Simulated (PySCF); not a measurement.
## Electronic structure of F8Si8 in real space

```yaml
atoms:
  - { symbol: Si, position_ang: [-1.0625, 0.1868, 1.6540] }
  - { symbol: F, position_ang: [-2.0344, 0.8936, 2.7515] }
  - { symbol: Si, position_ang: [-0.9354, 1.6995, -0.3135] }
  - { symbol: F, position_ang: [-1.9843, 2.9182, -0.0664] }
  - { symbol: Si, position_ang: [-1.2493, -0.0055, -1.8712] }
  - { symbol: F, position_ang: [-2.1403, -0.0091, -3.2239] }
  - { symbol: Si, position_ang: [-1.4191, -1.3727, 0.0104] }
  - { symbol: F, position_ang: [-2.1096, -2.8465, 0.0196] }
  - { symbol: Si, position_ang: [1.0431, -1.6565, 0.2457] }
  - { symbol: F, position_ang: [1.3583, -3.2347, 0.4854] }
  - { symbol: Si, position_ang: [1.2494, -0.0024, 1.8761] }
  - { symbol: F, position_ang: [2.1424, -0.0041, 3.2275] }
  - { symbol: Si, position_ang: [1.3130, 1.4653, 0.0648] }
  - { symbol: F, position_ang: [2.6061, 2.3539, -0.3678] }
  - { symbol: Si, position_ang: [1.0439, -0.3359, -1.6271] }
  - { symbol: F, position_ang: [2.1444, -0.0840, -2.7988] }
```

Geometry: PBE0-D3(BJ)/def2-SVP.

Theory: PySCF 2.14.0, PBE0/pcSseg-1, SCF density, gas phase, non-relativistic.

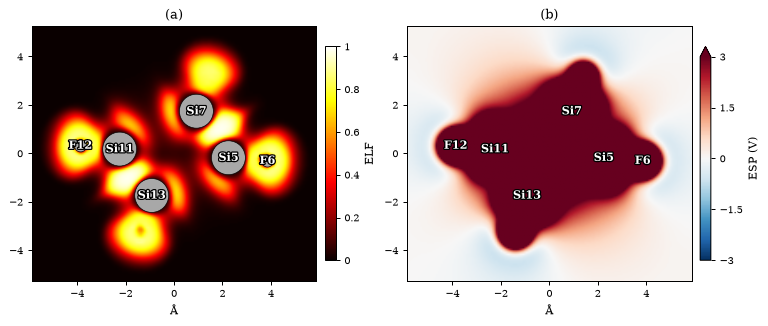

Figure 1. (a) ELF; (b) molecular electrostatic potential on the plane of atoms F6, Si5 and Si7. Grey discs cover the atomic cores in the ELF map.

Question: What does the map show?

Answer:
- The plane passes through Si and F nuclei.
- Si–F (1.62 Å): the ELF peaks at about 0.80 in the valence shell of F, 0.5 Å from its nucleus, and is about 0.50 at the midpoint.
- Si–Si (2.33 Å): the ELF peaks at about 0.95 between the atoms: a shared electron pair.
- The ELF also peaks beside F14, F6, F12 and F8, away from the bonds: lone-pair regions.
- Outside the dense part of the molecule the potential is most negative (−0.6 V) near F14, which lies off the plane.

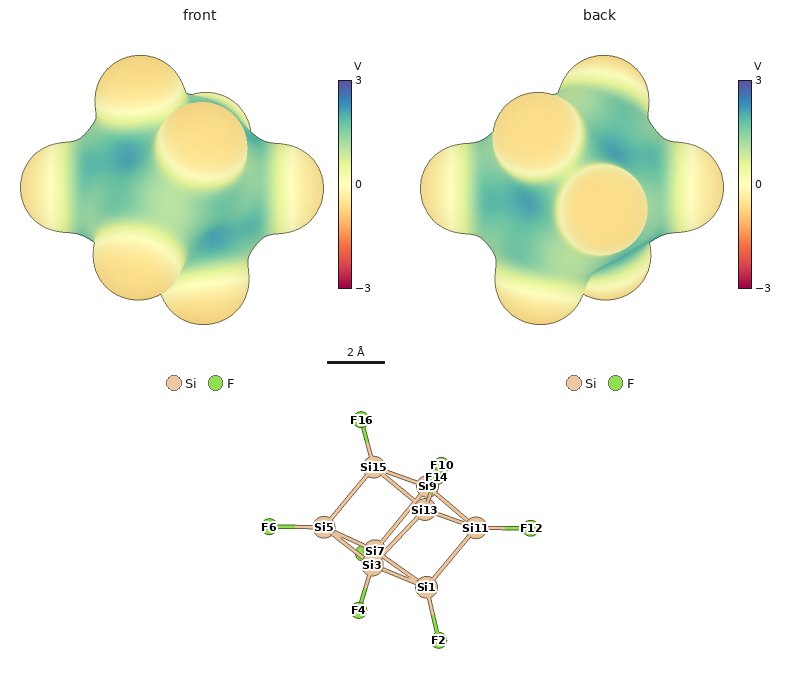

Figure 2. The molecular electrostatic potential painted on the density surface at 0.002 e/bohr³, seen from the front and from behind; the colour scale runs from red (negative) to blue (positive). The bare structure is drawn below in the same view.

Question: Which sites attract a positive test charge, and which a negative one?

Answer: A positive charge is drawn to the negative regions and a negative charge to the positive ones. The most negative region (about −0.6 V, or −14 kcal/mol for a unit charge) lies over the F atoms, the most positive (about +2.1 V, or +48 kcal/mol for a unit charge) over the Si atoms.

Question: What dipole moment does the calculation give?

Answer: Its dipole moment is 0.02 D.
